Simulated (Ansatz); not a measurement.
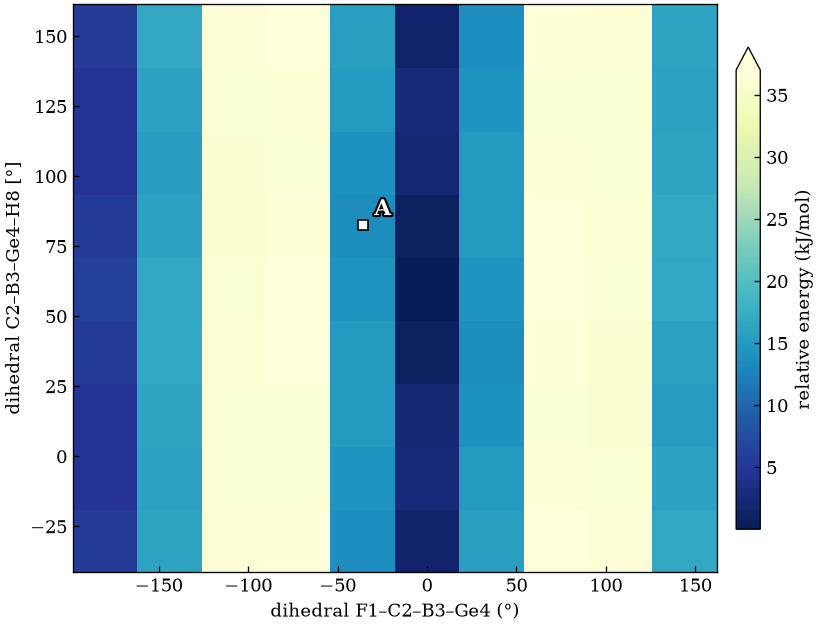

CH6BFGe, SMILES FC[BH][GeH3]. The first coordinate is: dihedral F1–C2–B3–Ge4; the second: dihedral C2–B3–Ge4–H8. Nothing is relaxed (all other coordinates rigid). Grid: 10 × 9 points. Points are written as (first, second). Energies are in kJ/mol, from the relaxed molecule at the same level. The calculation used RHF/def2-TZVP (Ansatz).

In the figure: one coloured cell a grid point, one colour for all values above the top of the scale, the point A.

Which way does the force act at A, and how strong is it?

Answer. A, at (−36°, 82.5°), is not a stationary point. The computed force is 0.67 kJ/mol for each degree towards larger values of dihedral F1–C2–B3–Ge4 and nearly zero along dihedral C2–B3–Ge4–H8.
